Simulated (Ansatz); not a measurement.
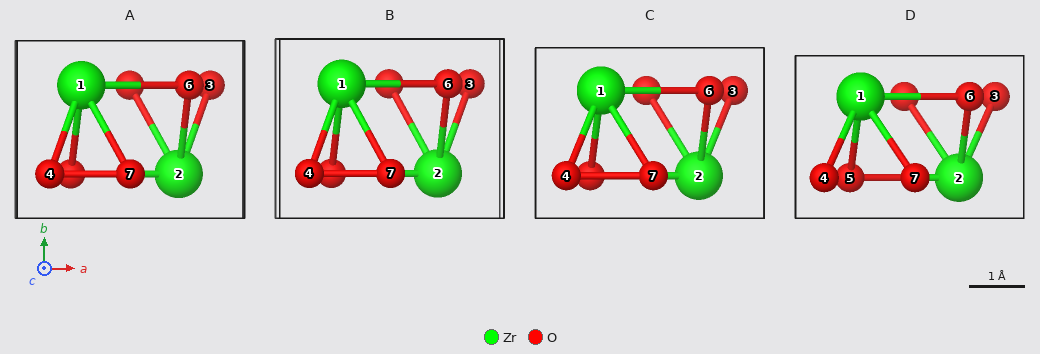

4 geometries from one relaxation of solid ZrO$_{3}$ (a generated structure, set up in P2_1/m) (coarse preliminary run), in shuffled order. The picture is a ball-and-stick view of the cell of the calculation, seen along the c axis.

All numbers below come from Ansatz 0.2.0, DFT PBE, scalar-relativistic, plane waves, PAW. Set-up: plane-wave cutoff 420 eV; k-point mesh 6 × 6 × 4; occupations gaussian; smearing width 0.1 eV; no spin polarisation; cell and atoms relaxed; force threshold 0.05 eV/Å; at most 80 steps.

> Put them in the order of the run, from the start to the converged end.

D, C, A, B. They are steps 0, 1, 2, 9, at +197 meV per atom, +65.7 meV per atom, +19.2 meV per atom relative to the last. The largest moves relative to the cell, 0.15 Å, are those of O atoms. Largest moves by element: O 0.15 Å, Zr 0.01 Å. The volume changes by +12.6 %, with a 4.189 → 4.114 Å (−1.8 %), b 2.954 → 3.261 Å (+10.4 %), c 7.441 → 7.718 Å (+3.7 %), β 97.4° → 96.7°. Near-neighbour distances that change, for instance: Zr–Zr 2.954 → 3.261 Å, O–O 1.666 → 1.488 Å, Zr–Zr 3.404 → 3.505 Å, O–Zr 2.112 → 2.209 Å. Bond angles that change, for instance: Zr–O–Zr 88.4° → 98.4°, Zr–O–Zr 88.8° → 95.2°, Zr–O–Zr 141.6° → 135.9°. The space group stays P2_1/m (No. 11). After 7 accepted moves (9 points after the start) the energy has fallen by 197 meV per atom. The largest force component goes from 2.5 to 0.012 eV/Å. Pressure: 12.11 GPa at the start and 0.29 GPa at the end. The SCF was repeated twice at an unchanged geometry on a basis and grid sized afresh for the cell, which shifted the energy by 14.4 meV per atom at most.
